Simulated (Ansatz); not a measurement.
```yaml
crystal:
  periodic: [false, false, false]
  atoms:
    - {symbol: O, position_ang: [0.086389, 1.048992, -0.909910]}
    - {symbol: Ge, position_ang: [0.075943, -0.102265, 0.396820]}
    - {symbol: F, position_ang: [1.287712, -1.802790, -0.139991]}
    - {symbol: F, position_ang: [-1.502253, -0.768064, 0.556448]}
    - {symbol: H, position_ang: [-0.207652, 0.688041, -1.750968]}
    - {symbol: H, position_ang: [0.546843, 0.528434, 1.692919]}
basis:
  gaussian: {orbitals: def2-TZVPP}
hamiltonian: {xc: pbe, dispersion: d4}
```

Geometry: moved along internal coordinates away from the minimum.

What structure does this define?

The molecule is F₂GeH₂O. SMILES: `[OH][GeH]([F])[F]`. Coordination: 1 O bent; 1 Ge tetrahedral.

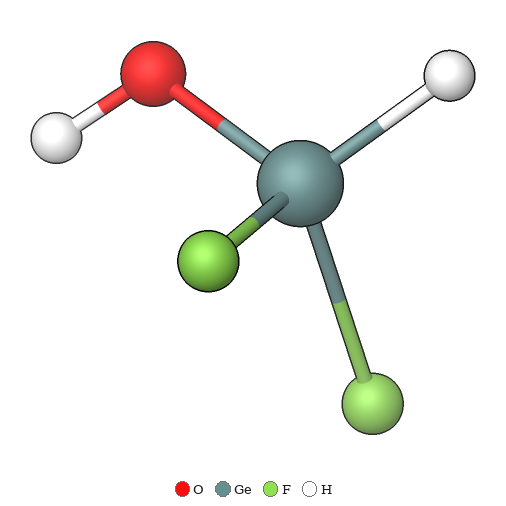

Figure made from data computed with Ansatz.
